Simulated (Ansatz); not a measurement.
# quartet SiCNF2: levels of theory compared

Aim: a comparison of 6 runs (UHF/STO-3G, UHF/3-21G, UB3LYP/6-31G*, UPBE/aug-cc-pVDZ, UCCSD/aug-cc-pVDZ, UCCSD(T)/aug-cc-pVDZ) of quartet SiCNF2. 

Program for the calculation: Ansatz 0.2.0.

36 further runs of the same task are left out: 36 set aside as unsound or not needed.

## 1. The structure to begin with

The species is SiCNF2 (5 atoms), meant as a quartet with charge 0. As SMILES of the parent species, `N#C[Si](F)F`. The coordinates come from a PBE0-D4/def2-TZVP relaxation. That shape belongs to the parent species and isn't relaxed for this state.

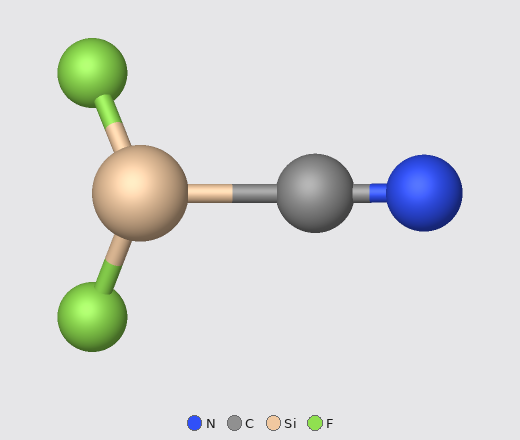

Viewed from a chosen angle; nitrogen blue, carbon grey, silicon light orange, fluorine green.

## 2. The energy at UHF/STO-3G (run 1)

File input.yaml:

```yaml
basis:
  gaussian:
    orbitals: STO-3G
crystal:
  periodic: [false, false, false]
  atoms:
    - symbol: "N"
      position_ang: [1.426100, -1.103800, 1.364300]
    - symbol: C
      position_ang: [0.743000, -0.566400, 0.607500]
    - symbol: Si
      position_ang: [-0.192800, 0.214100, -0.773500]
    - symbol: F
      position_ang: [-1.655600, -0.382400, -0.757500]
    - symbol: F
      position_ang: [-0.270900, 1.764900, -0.482300]
output: {orbitals: {seedname: orbitals}}
accuracy: high
hamiltonian:
  xc: hf
magnetization:
  spin_polarized: true
  initial_magnetization: 3
```

Launch:

```
ansatz run input.yaml --threads 1 --pin off --max-ram 3480MiB --events-out events.jsonl --progress --plain --runs-dir runs
```

The log of the run:

```text
Warning: RAYON_NUM_THREADS=1 ignored (pool sized by the plan → 1); use --threads N
Functional definition: HF
  name "HF"
  exchange = exact_x
  correlation = 0
564 factors; integrals over basis functions are off by at most 3.4e-8 eV
mean field evaluation 1: about -15575.6629 eV, gradient 2.0e1 eV
mean field evaluation 2: about -15575.7810 eV, gradient 2.0e1 eV
mean field evaluation 4: about -15579.7550 eV, gradient 2.9e0 eV
mean field evaluation 8: about -15579.9932 eV, gradient 1.2e-1 eV
mean field evaluation 16: about -15580.9012 eV, gradient 7.2e-1 eV
mean field evaluation 32: about -15580.8946 eV, gradient 2.2e-1 eV
mean field evaluation 64: about -15580.7339 eV, gradient 2.4e-1 eV
mean field evaluation 96: about -15580.0596 eV, gradient 3.9e-1 eV
mean field evaluation 128: about -15578.6193 eV, gradient 1.1e1 eV
mean field evaluation 160: about -15579.8633 eV, gradient 7.9e-2 eV
mean field -15580.97923298 eV, -572.5904256448 hartree, gradient 4.1e-8 eV, S^2 3.771811; 4 other end points of the search recorded, 0 dependent functions left out
reference -15580.97923298 eV, -572.5904256448 hartree; 24, 21 occupied and 5, 8 virtual orbitals, 564 factors
Total energy: -15580.97923298 eV, -572.5904256448 hartree
```

Wall time 0.46 s (1 thread of AMD EPYC 9R45 (Zen 5), shared host).

## 3. The energy at UHF/3-21G (run 2)

File run.yaml:

```yaml
crystal:
  periodic: [false, false, false]
  atoms:
    - {symbol: N, position_ang: [1.426100, -1.103800, 1.364300]}
    - {symbol: C, position_ang: [0.743000, -0.566400, 0.607500]}
    - {symbol: Si, position_ang: [-0.192800, 0.214100, -0.773500]}
    - {symbol: F, position_ang: [-1.655600, -0.382400, -0.757500]}
    - {symbol: F, position_ang: [-0.270900, 1.764900, -0.482300]}
basis:
  gaussian:
    orbitals: 3-21G.json
hamiltonian:
  xc: hf
magnetization:
  spin_polarized: true
  initial_magnetization: 3
total_charge: 0
output:
  orbitals: {seedname: orbitals}
accuracy: high
```

The basis set 3-21G is read from a file made from the Basis Set Exchange's data (not shown).

Launch:

```
ansatz run run.yaml --threads 1 --pin off --max-ram 3480MiB --events-out events.jsonl --progress --plain --runs-dir runs
```

The log of the run (excerpt; [...] marks lines left out):

```text
Warning: RAYON_NUM_THREADS=1 ignored (pool sized by the plan → 1); use --threads N
[... 2 set-up lines as earlier in the session ...]
[...]
1060 factors; integrals over basis functions are off by at most 5.2e-9 eV
[...]
mean field -15697.99489740 eV, -576.8906719965 hartree, gradient 3.4e-8 eV, S^2 3.770900; 5 other end points of the search recorded, 0 dependent functions left out
reference -15697.99489740 eV, -576.8906719965 hartree; 24, 21 occupied and 25, 28 virtual orbitals, 1060 factors
Total energy: -15697.99489740 eV, -576.8906719965 hartree
```

It took 1.3 s on 1 thread of AMD EPYC 9R45 (Zen 5), shared host; peak memory 0.15 GiB.

Runs 3 to 5 aren't shown in full; the table further down has their settings and results.

## 4. A single-point energy at UCCSD(T)/aug-cc-pVDZ (run 6)

File molecule.yaml:

```yaml
crystal:
  periodic: [false, false, false]
  atoms:
    - {symbol: "N", position_ang: [1.426100, -1.103800, 1.364300]}
    - {symbol: C, position_ang: [0.743000, -0.566400, 0.607500]}
    - {symbol: Si, position_ang: [-0.192800, 0.214100, -0.773500]}
    - {symbol: F, position_ang: [-1.655600, -0.382400, -0.757500]}
    - {symbol: F, position_ang: [-0.270900, 1.764900, -0.482300]}
basis:
  gaussian:
    orbitals: aug-cc-pVDZ
magnetization:
  spin_polarized: true
  initial_magnetization: 3
correlation:
  method: ccsd_t
  frozen_orbitals: {C: 1, F: 1, "N": 1, Si: 5}
accuracy: high
scf:
  omitted_lower_state_checks: [cluster_reference, increment]
```

Launch:

```
ansatz run molecule.yaml --threads 1 --pin off --max-ram 3480MiB --events-out events.jsonl --progress --plain --runs-dir runs
```

The log of the run:

```text
Warning: RAYON_NUM_THREADS=1 ignored (pool sized by the plan → 1); use --threads N
[... 18 lines left out ...]
9 core orbitals not correlated: weight in the atoms' cores, before any rotation towards them, 1.000 or more for the frozen orbitals, at most 0.000 for the correlated occupied ones
[... 45 lines left out ...]
Total energy: -15804.71014937 eV, -580.8123851719 hartree
Checks for a lower state left out: cluster_reference, increment
```

Wall time 2.1 min (1 thread of AMD EPYC 9R45 (Zen 5), shared host); peak memory 2.6 GiB.

## 5. Overview of the runs

```
run                                level  frozen core orbitals  energy (Eh)  HOMO energy (eV)   ⟨S²⟩  wall time
  1                           UHF/STO-3G                     –  -572.590426             -5.02  3.772     0.46 s
  2                            UHF/3-21G                     –  -576.890672             -8.20  3.771      1.3 s
  3  UB3LYP/6-31G* (spherical functions)                     –  -581.852270             -4.32  3.755      6.3 s
  4                     UPBE/aug-cc-pVDZ                     –  -581.451584             -3.76  3.755       14 s
  5                    UCCSD/aug-cc-pVDZ                     9  -580.789768                 –  3.772    1.7 min
  6                 UCCSD(T)/aug-cc-pVDZ                     9  -580.812385                 –  3.772    2.1 min
```

## 6. What came out

| quantity | value |
| --- | --- |
| run 6: total energy | -580.81239 Eh |
| run 6: correlation energy (9 core orbitals frozen) | -748.6 mEh |
| run 6: (T) correction | -22.62 mEh |
| run 6: ⟨S²⟩ of the reference determinant | 3.772 |
| run 6: T1 diagnostic | 0.018 |

Totals of different functionals can't be ranked against each other. In run 1 the basis is minimal, so the values are rough. All runs together took 4.1 min, the longest 2.1 min.
